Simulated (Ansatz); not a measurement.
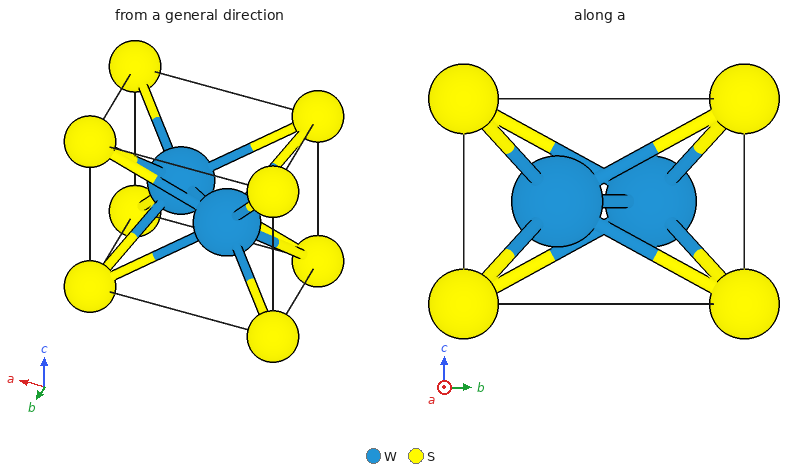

The image is a ball-and-stick drawing of a crystal, viewed from a general direction and along the a axis. The lines enclose the conventional unit cell; boundary atoms appear with their images.

Cell dimensions are a = 4.498 Å, b = 4.498 Å, c = 2.845 Å, α = 90.00°, β = 90.00°, γ = 120.00°.

Pairs joined by sticks: S–W up to 3.47 Å, W–W up to 2.86 Å (cut-off distances).

### What is the formula unit?

W2S. The cell holds 2 W, 1 S, counting shared atoms by their share.

### Space group?

P6/mmm (No. 191), with W on 2d and S on 1a.

### What is the name of this structure type?

AlB₂ type.

Starting structure: a textbook structure type filled with these elements (whether it is the usual form wasn't checked). This is the structure after a relaxation with Ansatz, DFT PBE, scalar-relativistic, plane waves, PAW.
